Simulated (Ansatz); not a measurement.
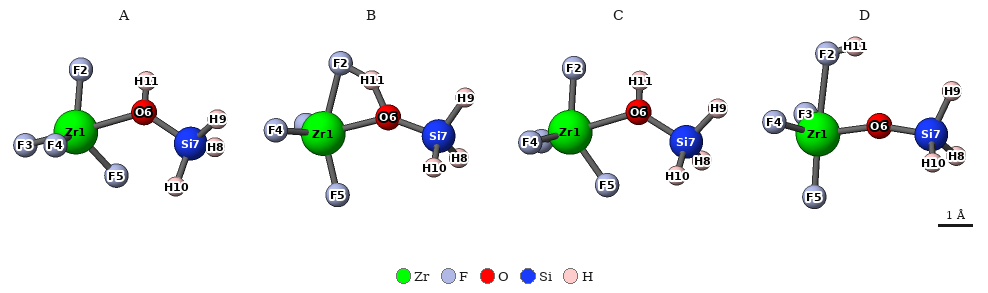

4 geometries from a converged minimum-energy path of ZrSiH4OF4, shuffled. Style: ball-and-stick. Shown at a tilt.

Level of theory: RHF/def2-SVP (Ansatz 0.2.0). Set-up: 5 movable images; climbing image; force threshold 0.05 eV/Å; iteration limit 60; starting path through a guess of the saddle point.

Which frame is the transition state?

Answer. B. In order along the path, whose images run from 0 to 6: A (image 0, 0.0 kJ/mol), C (image 2, +9.1 kJ/mol), B (image 4, +98.0 kJ/mol), D (image 6, +65.2 kJ/mol). A hydrogen atom shifts from one atom to another. Breaking: O6–H11 (0.95 → 1.23 at the top → 2.51 Å). Forming: F2–H11 (2.46 → 1.10 at the top → 0.91 Å).

Limits of the set-up: Hartree-Fock leaves out electron correlation.

Cost: 2.5 min on 4 threads of Arm Neoverse V2, on a shared host, peak memory 0.4 GiB.
